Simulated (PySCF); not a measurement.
Consider C4H9FOSi (SMILES F[C@H]1C[SiH2]CCO1).

```xyz
16

F    -0.8620    0.7934   -1.8681
C    -0.9500    1.1345   -0.5217
C    -1.5325   -0.0543    0.2309
Si   -0.2709   -1.4804    0.2657
C     1.3341   -0.5269    0.6299
C     1.3790    0.7167   -0.2550
O     0.2692    1.5910   -0.0793
H    -1.6202    2.0072   -0.4839
H    -2.4682   -0.3303   -0.2516
H    -1.7681    0.2829    1.2395
H    -0.6046   -2.4242    1.3347
H    -0.2012   -2.1338   -1.0434
H     1.3700   -0.2160    1.6749
H     2.2278   -1.1183    0.4377
H     2.2417    1.3425   -0.0118
H     1.4482    0.4250   -1.3099
```

Geometry: GFN2-xTB.

These are results of PySCF, PBE0/pcSseg-1, SCF density, gas phase, non-relativistic, not measurements.

Q: Predict the electron density and electron localisation function between the atoms.

A: C–C (1.53 Å): ρ is about 1.6 e/Å³ halfway; the ELF peaks at about 0.95 between the atoms: localised, covalent bonding.
C–Si (1.90 Å): ρ at the midpoint is about 0.92 e/Å³; the ELF peaks at about 0.95 between the atoms; a shared electron pair.
C–H (1.09 Å): ρ is about 2 e/Å³ halfway; the ELF climbs to about 1 towards the hydrogen, as it does in any bond to H (a covalent bond by its length).

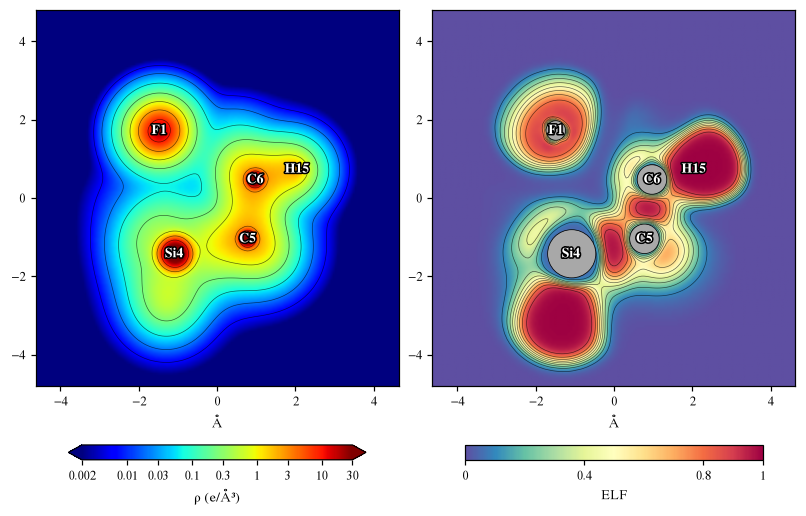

Computed electron density and electron localisation function on the plane of atoms C5, C6 and H15, in this order. Grey discs cover the atomic cores in the ELF map. 
